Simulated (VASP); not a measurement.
Band structure of TiCo (CsCl type). All values below come from optB88-vdW, VASP's PBE PAW potentials (set 64) (plane waves; VASP 6.6.1).

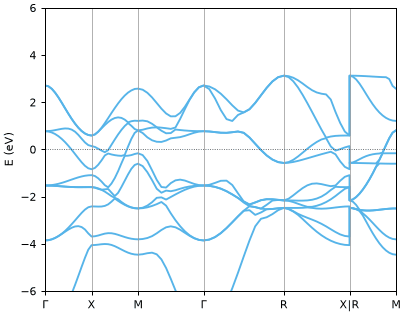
Bands along high-symmetry lines, zero at the valence-band maximum or, without a gap, the Fermi level

**Question.** Read the plot: is there a gap, and where are the band edges?

**Answer.** It has no gap at this level: it comes out as a metal or semimetal. (Edges off the drawn lines would not show.)

The compound is TiCo in the CsCl type structure. It was relaxed first. The run is not spin-polarised, so no magnetic state was tried. The electron count is odd and the run is not spin-polarised, which forces a metal.
